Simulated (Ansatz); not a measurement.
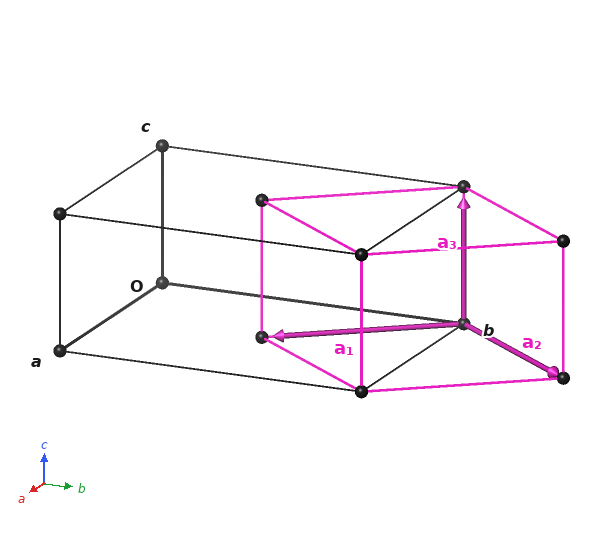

Crystal: LiSe₄, the input geometry of an electronic-structure calculation (not necessarily at equilibrium); the starting structure was generated, so it need not be a known form of this composition. The conventional cell (thin) and a primitive cell (coloured, vectors a₁, a₂, a₃, drawn from the corner at b), with the lattice points alone. Geometry calculated from the standardised cell; symmetry tolerance 0.002 Å.

a = 7.529 Å, b = 10.019 Å, c = 4.350 Å, α = 90.00°, β = 90.00°, γ = 90.00°.

### What is the centring, and how are the primitive vectors built?

C, C-centred orthorhombic, with lattice points at (0, 0, 0), (1/2, 1/2, 0). a₁ = 1/2 a − 1/2 b; a₂ = 1/2 a + 1/2 b; a₃ = c.

### Give the primitive cell's size and content.

Edges 6.266, 6.266, 4.350 Å; angles 90.00°, 90.00°, 106.16°; volume 164.04 Å³, 1/2 of the conventional cell; 5 of its 10 atoms.
